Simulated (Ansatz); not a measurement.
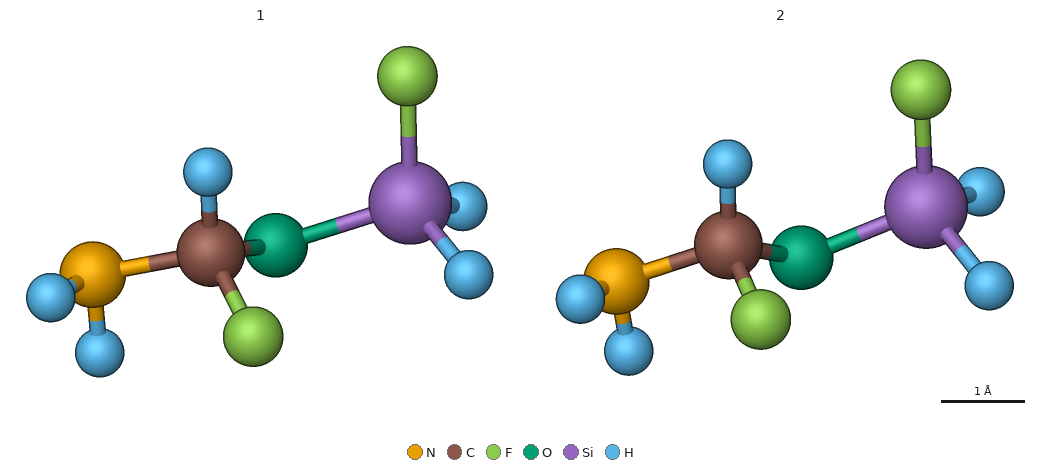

Two geometries of CH$_{5}$F$_{2}$NOSi, drawn at one scale. One is the start of a relaxation, the other its converged end. The picture is a ball-and-stick view, seen from a free direction.

Theory: RKS PBE-D4/STO-3G in Ansatz 0.2.0. Settings: no spin polarisation; force threshold 0.015 eV/Å; at most 40 steps.

Question: Which geometry has the lower energy?

Answer: Structure 1 is the relaxed one. The run prepares an end point of a later path (torsion) calculation, from a guessed geometry. After 9 accepted moves (10 points after the start) the energy has fallen by 108.9 kJ/mol. The largest force component goes from 4.9 to 0.0072 eV/Å. The line search rejected the trial step at point 7 of the run. The atom that moves furthest after the best rigid fit is an F atom (0.26 Å). By element the largest moves are F 0.26 Å, O 0.18 Å, H 0.18 Å, C 0.10 Å, N 0.10 Å, Si 0.08 Å. Near-neighbour distances that change, for instance: C–F 1.327 → 1.425 Å, O–Si 1.647 → 1.739 Å, H–N 0.987 → 1.073 Å, C–N 1.485 → 1.534 Å. Among the angles between lasting bonds that change: N–C–F 104.5° → 113.4°, O–Si–H 110.9° → 103.6°, H–N–H 108.4° → 101.4°. Groups turn about O–Si by about 20°. The run took 63 s on 1 thread of Arm Neoverse N1 (shared host), peak memory 0.18 GiB.

Limits of the set-up: STO-3G is a minimal basis, so the numbers are rough.
